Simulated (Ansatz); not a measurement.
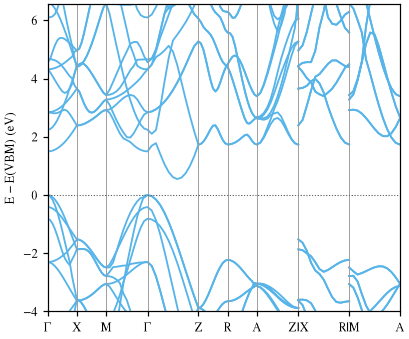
Figure. Band structure from the program Ansatz at the r²SCAN level (PAW)

Problem. Read off the gap and where the band edges lie.

Solution. About 0.5 eV (0.55 eV by a search for the band edges); maximum at Γ, minimum on the Γ–Z line, 59 % of the way from Γ.

Problem. Which of these materials gives this?
A. AlGaAs2, P-4m2 (Pearson symbol tP8)
B. Si, P4_32_12 (Si on 4a, Si on 8b)
C. BP, P4_2/mnm (B on 4f, P on 4g)
D. InP, P4_2/mnm (In on 4g, P on 4f)

Solution. C, BP, P4_2/mnm (B on 4f, P on 4g)

The start of the workflow was typed in or built on a structure type; neither database checked (COD, Materials Project) lists it. It is not the phase usual at ambient conditions (space group No. 216). The r²SCAN relaxation kept the symmetry of its start; whether a distortion lowers the energy is not shown.

Potentials: the earlier of the program's two PAW sets.
